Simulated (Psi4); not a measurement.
Interaction energy of N2 ··· HF (SMILES N#N and F), singlet. Monomers: optimised at B3LYP-D3(BJ) (def2-TZVP), held rigid. Orientation: a higher rigid-body minimum at GFN2-xTB. Only R, the distance of the centres of mass, is varied, so the lowest point isn't the relaxed dimer.

Geometry at R = 3.16 Å (first 2 atoms: monomer A):
```
4

N      0.5455     0.0000     0.0000
N     -0.5455     0.0000     0.0000
F     -1.8534    -2.2658     1.2982
H     -1.8290    -1.4139     0.9400
```

Method: SAPT0/jun-cc-pVDZ, frozen core in Psi4.

Components in kcal/mol:

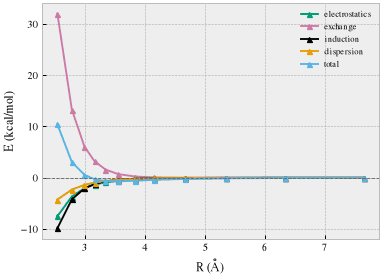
Components of the interaction energy.

| R / Å | electrostatics | exchange | induction | dispersion | total |
|---|---|---|---|---|---|
| 2.54 | -7.50 | 32.00 | -9.84 | -4.26 | 10.40 |
| 2.78 | -3.67 | 13.30 | -4.23 | -2.33 | 3.07 |
| 2.99 | -2.04 | 6.08 | -2.08 | -1.40 | 0.56 |
| 3.16 | -1.34 | 3.19 | -1.20 | -0.95 | -0.29 |
| 3.34 | -0.91 | 1.60 | -0.70 | -0.64 | -0.64 |
| 3.55 | -0.62 | 0.71 | -0.39 | -0.41 | -0.70 |
| 3.84 | -0.39 | 0.23 | -0.19 | -0.23 | -0.58 |
| 4.15 | -0.26 | 0.07 | -0.10 | -0.13 | -0.42 |
| 4.66 | -0.15 | 0.01 | -0.04 | -0.06 | -0.24 |
| 5.35 | -0.08 | 0.00 | -0.01 | -0.02 | -0.11 |
| 6.33 | -0.04 | 0.00 | 0.00 | -0.01 | -0.05 |
| 7.64 | -0.02 | 0.00 | 0.00 | 0.00 | -0.02 |
